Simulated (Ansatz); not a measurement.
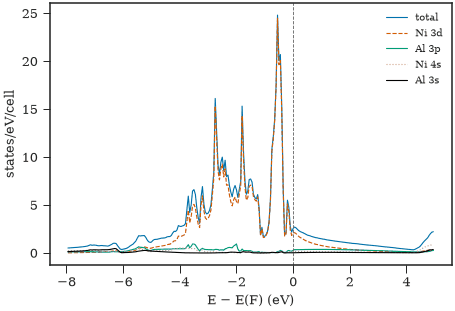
*Total and projected density of states of AlNi3 in space group Fm-3m (No. 225; Al on 4b, Ni on 8c, Ni on 4a), the program Ansatz at the PBEsol level (PAW)*

Question: Which orbitals carry the states next to the Fermi level?

Answer: Within 0.5 eV of the Fermi level: Ni 3d 90 %, Al 3p 5 %. Projections are on Löwdin-orthogonalised atomic valence shells; empty p or d shells of many metals are not among them.

Question: Where is the tallest occupied peak in this window, and what makes it?

Answer: Near -0.5 eV, about 25 states/eV per cell; the largest projected share is Ni 3d.

The workflow started from a Materials Project entry (that database holds measured and hypothetical structures alike); the Crystallography Open Database copy checked does not list it. With Al and Ni taken as one species the cell has the higher symmetry Im-3m, so it may be an ordered model of a mixed-site phase. It is not the phase usual at ambient conditions (space group No. 221). The PBEsol relaxation kept the symmetry of its start. At this level the phase is mechanically unstable. No spin polarisation was allowed.

Potentials: the later of the program's two PAW sets.
